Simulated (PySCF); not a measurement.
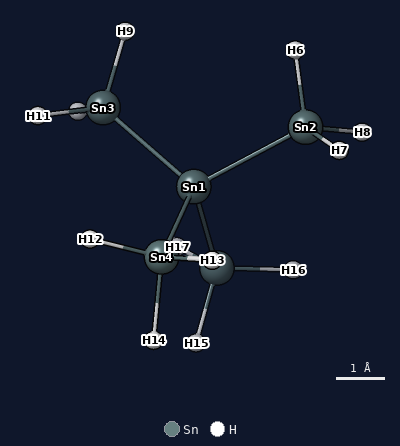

The input geometry (ball-and-stick view, seen at a tilt; atoms are numbered from 1 in the order of the input). Sticks mark near contacts. Bond lengths as drawn: H–Sn 1.64 to 1.81 Å and Sn–Sn 2.61 to 2.79 Å.

Geometry relaxation of Sn₅H₁₂

The run: geometry relaxation of Sn₅H₁₂ (Sn(SnH3)4). Method and program: PBE0-D3(BJ)/def2-SVP geometry optimisation, gas phase (PySCF 2.14.0).

**Output**
```
step   0  E = -1078.68251624  max force = 0.039782
step   1  E = -1078.69893348  max force = 0.008225
step   2  E = -1078.70170417  max force = 0.004343
step   3  E = -1078.70221856  max force = 0.002306
step   4  E = -1078.70228697  max force = 0.000770
step   5  E = -1078.70230170  max force = 0.000527
step   6  E = -1078.70232618  max force = 0.000327
step   7  E = -1078.70233923  max force = 0.000359
optimisation converged
```

**Trajectory as extended XYZ (Å, eV, eV/Å), 8 frames, from step=0 to step=7**
```
17
Properties=species:S:1:pos:R:3:forces:R:3 step=0 energy=-29352.44634
Sn    0.0616   -0.0763    0.0115   -0.5462   1.4499  -0.3710
Sn    1.4968    1.2302   -1.9348    0.2581   0.4955   0.6887
Sn    1.5065   -1.7843    1.3642    1.1945  -0.3477   1.3432
Sn   -1.9760   -1.3422   -1.2044   -2.0457   0.2713  -0.0098
Sn   -1.0132    1.8634    1.6998    0.3324   0.2767   0.0154
H     2.9886    0.5367   -2.1456    0.8054  -0.5250  -0.0263
H     0.8073    1.2312   -3.4223   -0.7053  -0.0769  -1.0087
H     1.8651    2.8584   -1.5858   -0.1281   0.1650   0.2076
H     3.1028   -1.8797    0.8272    0.3664   0.0127  -0.3479
H     1.7349   -1.3652    3.0227   -0.1996   0.1392  -0.0902
H     0.9179   -3.3312    1.4062   -0.4500  -0.8081  -0.1205
H    -1.9901   -2.9889   -0.9048    0.1764  -0.6621   0.1038
H    -2.1888   -1.1180   -2.8760    0.2700   0.0770  -0.2626
H    -3.6161   -0.8428   -0.6192    0.9887  -0.1186  -0.1291
H    -2.6746    1.7619    1.8831   -0.6200  -0.1518  -0.0743
H    -0.6678    3.4841    1.2730    0.0662   0.0152  -0.2738
H    -0.3835    1.7620    3.2656    0.2368  -0.2122   0.3556
17
Properties=species:S:1:pos:R:3:forces:R:3 step=1 energy=-29352.89308
Sn    0.0379   -0.0161    0.0161   -0.0287  -0.2690  -0.1041
Sn    1.5156    1.2978   -1.9568    0.3519  -0.0606  -0.3797
Sn    1.6133   -1.8661    1.4755    0.1090  -0.1561  -0.0330
Sn   -2.1057   -1.3467   -1.2426    0.1373  -0.3846  -0.1220
Sn   -1.0232    1.9162    1.7079   -0.1544   0.1799   0.4230
H     3.0701    0.5351   -2.1633   -0.3143   0.1000   0.0374
H     0.7154    1.2852   -3.5062    0.1047  -0.0309   0.3537
H     1.8374    2.9398   -1.5476   -0.0843  -0.0736   0.0385
H     3.2302   -1.9576    0.8649   -0.2095   0.0274  -0.0599
H     1.7932   -1.4051    3.1203   -0.1115   0.0905  -0.0054
H     0.9482   -3.4708    1.4803    0.0389   0.2901  -0.0906
H    -2.0714   -3.0561   -0.9421    0.1209   0.2269  -0.0653
H    -2.2318   -1.0941   -2.9423    0.2094  -0.0021   0.0655
H    -3.6035   -0.8335   -0.6512   -0.3072   0.2213   0.2684
H    -2.7437    1.7818    1.8548    0.2113  -0.0227  -0.0618
H    -0.6573    3.5173    1.1938   -0.0068  -0.0871  -0.0877
H    -0.3530    1.7724    3.2988   -0.0667  -0.0494  -0.1768
17
Properties=species:S:1:pos:R:3:forces:R:3 step=2 energy=-29352.96847
Sn    0.0345   -0.0212    0.0139   -0.0328  -0.0574  -0.0247
Sn    1.5268    1.2795   -1.9537    0.1461  -0.0370  -0.1268
Sn    1.6006   -1.8513    1.4570    0.0332  -0.0080   0.0069
Sn   -2.0928   -1.3516   -1.2270   -0.2233  -0.0693   0.0551
Sn   -1.0256    1.9143    1.7231   -0.0124   0.0388   0.1395
H     3.0570    0.5108   -2.1608   -0.1043   0.0269   0.0078
H     0.7073    1.2598   -3.4716    0.0293  -0.0124   0.1250
H     1.8266    2.9157   -1.5270   -0.0345  -0.0132   0.0228
H     3.1929   -1.9372    0.8133   -0.0625   0.0040  -0.0343
H     1.7515   -1.3680    3.0983   -0.0502   0.0309  -0.0177
H     0.9127   -3.4293    1.4325    0.0067   0.0918  -0.0380
H    -2.0133   -3.0471   -0.9362    0.0442   0.0654  -0.0262
H    -2.1503   -1.0895   -2.9240    0.0907   0.0043   0.0212
H    -3.6090   -0.8080   -0.6027    0.1387  -0.0030   0.0033
H    -2.7336    1.7661    1.8518    0.0488  -0.0148  -0.0249
H    -0.6588    3.4990    1.1736   -0.0019  -0.0225  -0.0485
H    -0.3549    1.7574    3.2994   -0.0158  -0.0244  -0.0404
17
Properties=species:S:1:pos:R:3:forces:R:3 step=3 energy=-29352.98247
Sn    0.0261   -0.0212    0.0143   -0.0466   0.0654  -0.0342
Sn    1.5345    1.2636   -1.9472   -0.0044   0.0078   0.0694
Sn    1.5838   -1.8293    1.4411    0.0171   0.0432   0.0241
Sn   -2.0906   -1.3575   -1.2115    0.0870  -0.0356  -0.0418
Sn   -1.0214    1.9097    1.7358    0.0489  -0.0089  -0.0207
H     3.0445    0.4850   -2.1587    0.0463  -0.0236  -0.0124
H     0.6951    1.2413   -3.4383   -0.0300   0.0040  -0.0566
H     1.8191    2.8960   -1.5036    0.0053   0.0078   0.0008
H     3.1571   -1.9139    0.7675    0.0269  -0.0137  -0.0007
H     1.7108   -1.3285    3.0769    0.0073  -0.0111   0.0054
H     0.8746   -3.3862    1.3925   -0.0108  -0.0503   0.0048
H    -1.9744   -3.0439   -0.9304    0.0018  -0.0354  -0.0033
H    -2.0868   -1.0832   -2.9044    0.0078   0.0006  -0.0135
H    -3.5764   -0.8050   -0.5796   -0.1186   0.0401   0.0473
H    -2.7231    1.7494    1.8517   -0.0352  -0.0001   0.0070
H    -0.6552    3.4809    1.1516   -0.0065   0.0064   0.0013
H    -0.3461    1.7421    3.3027    0.0039   0.0033   0.0230
17
Properties=species:S:1:pos:R:3:forces:R:3 step=4 energy=-29352.98433
Sn    0.0229   -0.0181    0.0130   -0.0396   0.0210  -0.0230
Sn    1.5357    1.2649   -1.9476    0.0102  -0.0074   0.0143
Sn    1.5864   -1.8282    1.4436    0.0035   0.0151  -0.0021
Sn   -2.0948   -1.3607   -1.2153   -0.0182  -0.0025   0.0172
Sn   -1.0209    1.9124    1.7371    0.0162  -0.0052   0.0053
H     3.0475    0.4818   -2.1609   -0.0011  -0.0009  -0.0050
H     0.6951    1.2465   -3.4430   -0.0009   0.0040  -0.0046
H     1.8245    2.8970   -1.5030    0.0034  -0.0018  -0.0009
H     3.1624   -1.9155    0.7714    0.0007  -0.0071   0.0045
H     1.7152   -1.3299    3.0801    0.0035  -0.0056   0.0041
H     0.8791   -3.3900    1.3972    0.0045  -0.0050   0.0029
H    -1.9756   -3.0500   -0.9365   -0.0021   0.0011  -0.0042
H    -2.0863   -1.0857   -2.9091    0.0032   0.0010   0.0003
H    -3.5936   -0.8081   -0.5824    0.0242  -0.0120  -0.0120
H    -2.7251    1.7523    1.8571    0.0016   0.0013   0.0035
H    -0.6578    3.4848    1.1531   -0.0054   0.0007   0.0015
H    -0.3435    1.7460    3.3053   -0.0037   0.0034  -0.0016
17
Properties=species:S:1:pos:R:3:forces:R:3 step=5 energy=-29352.98473
Sn    0.0184   -0.0159    0.0114   -0.0271   0.0100  -0.0090
Sn    1.5359    1.2640   -1.9477    0.0078  -0.0089   0.0019
Sn    1.5856   -1.8252    1.4438   -0.0032   0.0118  -0.0027
Sn   -2.0963   -1.3636   -1.2174   -0.0059  -0.0051   0.0092
Sn   -1.0210    1.9147    1.7394    0.0101  -0.0053   0.0023
H     3.0452    0.4762   -2.1629   -0.0051  -0.0005  -0.0025
H     0.6958    1.2509   -3.4444    0.0023   0.0035   0.0042
H     1.8308    2.8947   -1.5020    0.0033  -0.0002   0.0009
H     3.1620   -1.9145    0.7727    0.0004  -0.0027   0.0014
H     1.7162   -1.3287    3.0810    0.0010  -0.0025   0.0003
H     0.8811   -3.3889    1.3993    0.0030   0.0011   0.0013
H    -1.9744   -3.0530   -0.9408    0.0000   0.0022  -0.0019
H    -2.0842   -1.0876   -2.9110    0.0022   0.0016   0.0006
H    -3.5967   -0.8151   -0.5876    0.0131  -0.0066  -0.0064
H    -2.7248    1.7547    1.8647    0.0007  -0.0005   0.0019
H    -0.6614    3.4879    1.1557   -0.0029   0.0012  -0.0009
H    -0.3408    1.7490    3.3061    0.0002   0.0008  -0.0005
17
Properties=species:S:1:pos:R:3:forces:R:3 step=6 energy=-29352.98540
Sn    0.0035   -0.0094    0.0073    0.0019  -0.0107   0.0093
Sn    1.5367    1.2599   -1.9463    0.0000  -0.0013  -0.0131
Sn    1.5799   -1.8117    1.4425   -0.0051  -0.0070  -0.0031
Sn   -2.0993   -1.3731   -1.2231    0.0168  -0.0047  -0.0098
Sn   -1.0204    1.9189    1.7454   -0.0126   0.0066   0.0030
H     3.0356    0.4541   -2.1671   -0.0059  -0.0019   0.0019
H     0.6975    1.2648   -3.4441    0.0031   0.0036   0.0096
H     1.8526    2.8851   -1.4945    0.0038  -0.0023   0.0025
H     3.1569   -1.9043    0.7722   -0.0024   0.0063  -0.0013
H     1.7131   -1.3178    3.0805   -0.0012   0.0044  -0.0012
H     0.8828   -3.3797    1.4027   -0.0005   0.0076  -0.0002
H    -1.9651   -3.0621   -0.9516    0.0023   0.0030   0.0039
H    -2.0746   -1.0934   -2.9162   -0.0048   0.0015   0.0019
H    -3.6056   -0.8372   -0.6018   -0.0055   0.0008   0.0010
H    -2.7231    1.7574    1.8876    0.0037  -0.0020   0.0003
H    -0.6713    3.4939    1.1599    0.0006  -0.0017  -0.0009
H    -0.3278    1.7539    3.3067    0.0057  -0.0020  -0.0039
17
Properties=species:S:1:pos:R:3:forces:R:3 step=7 energy=-29352.98575
Sn   -0.0055   -0.0059    0.0048    0.0106  -0.0083   0.0157
Sn    1.5374    1.2569   -1.9451   -0.0027   0.0005  -0.0127
Sn    1.5754   -1.8026    1.4415   -0.0024  -0.0134   0.0025
Sn   -2.0995   -1.3796   -1.2277    0.0185  -0.0020  -0.0138
Sn   -1.0215    1.9216    1.7489   -0.0163   0.0049  -0.0020
H     3.0277    0.4364   -2.1696   -0.0044  -0.0028   0.0022
H     0.6986    1.2766   -3.4427    0.0008   0.0037   0.0068
H     1.8704    2.8768   -1.4871    0.0043  -0.0011   0.0032
H     3.1524   -1.8937    0.7710   -0.0018   0.0078  -0.0022
H     1.7091   -1.3076    3.0793   -0.0017   0.0052  -0.0030
H     0.8828   -3.3727    1.4046   -0.0019   0.0064  -0.0004
H    -1.9558   -3.0677   -0.9569    0.0028   0.0015   0.0049
H    -2.0701   -1.0982   -2.9203   -0.0065   0.0007   0.0006
H    -3.6102   -0.8526   -0.6109   -0.0098   0.0024   0.0030
H    -2.7228    1.7578    1.9036    0.0017  -0.0024   0.0001
H    -0.6792    3.4974    1.1619    0.0016  -0.0006  -0.0019
H    -0.3176    1.7563    3.3050    0.0073  -0.0026  -0.0031
```

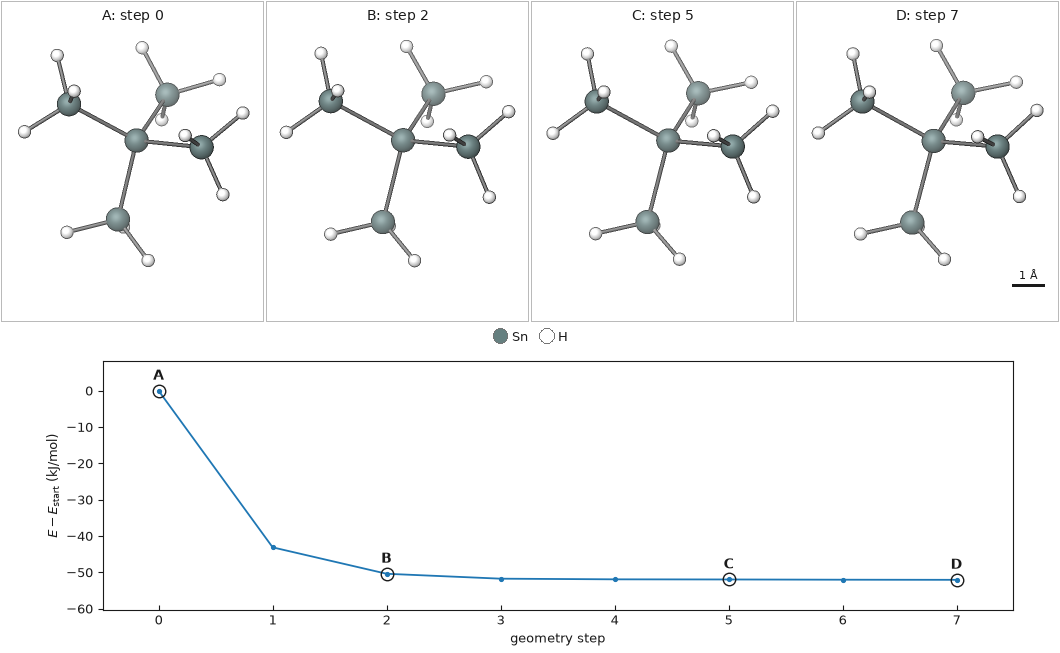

Frames of the relaxation (ball-and-stick view, seen at an oblique angle) above the curves, on which the letters mark them (steps are counted from 0).

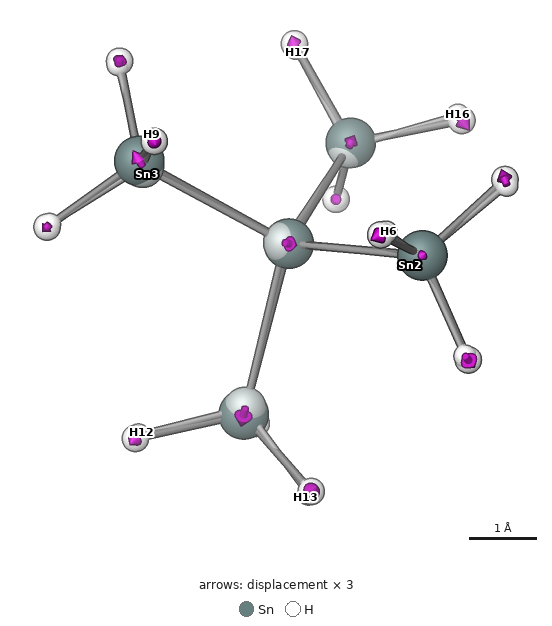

Start (faint) and end (solid) with the displacements as pink arrows, magnified 3 times (ball-and-stick view, seen at an oblique angle). The two geometries are laid on each other by the best rigid fit. Sn4 moves most after the best rigid fit: 0.13 Å. By element the largest moves are Sn 0.13 Å, H 0.12 Å. Distances before and after: Sn1–Sn3 2.614 → 2.791 Å, Sn1–Sn4 2.689 → 2.791 Å, Sn4–H14 1.812 → 1.715 Å, Sn2–H7 1.640 → 1.717 Å. Among the angles that change: H13–Sn4–H14 99.7° → 108.6°, Sn1–Sn4–H13 118.5° → 110.0°, H9–Sn3–H10 101.2° → 108.5°. Over 7 geometry steps the energy falls by 52.0 kJ/mol. The largest force component goes from 2 to 0.018 eV/Å. (Atoms are counted from 1 in the order of the input.)

The run was set up as follows.

**Input file**
```
{"job": {"xc": "PBE0", "basis": "def2-SVP", "d3": "d3bj", "grid": 1, "maxiter": 40, "shake": 0.03, "kind": "geom"}, "charge": 0, "multiplicity": 1}
Sn     0.061560    -0.076270     0.011510
Sn     1.496750     1.230210    -1.934760
Sn     1.506470    -1.784260     1.364200
Sn    -1.976010    -1.342240    -1.204410
Sn    -1.013180     1.863350     1.699810
H      2.988650     0.536750    -2.145630
H      0.807290     1.231200    -3.422350
H      1.865120     2.858380    -1.585820
H      3.102840    -1.879680     0.827180
H      1.734900    -1.365150     3.022720
H      0.917870    -3.331210     1.406180
H     -1.990090    -2.988860    -0.904840
H     -2.188780    -1.118030    -2.876030
H     -3.616080    -0.842800    -0.619230
H     -2.674570     1.761930     1.883130
H     -0.667770     3.484090     1.272960
H     -0.383530     1.762000     3.265640
```

The first line tells a small driver script what to run in PySCF; the rest is the geometry in Å.

Run as:
```bash
OMP_NUM_THREADS=1 python <driver script> task.json out
```

**Results in brief**

- outcome: converged
- total energy: −1078.702339 hartree
- dipole moment: 0.03 D
- point group: C1
- hardware: 1 CPU thread, shared host
- wall time: 10 min
- peak memory: 1.2 GiB
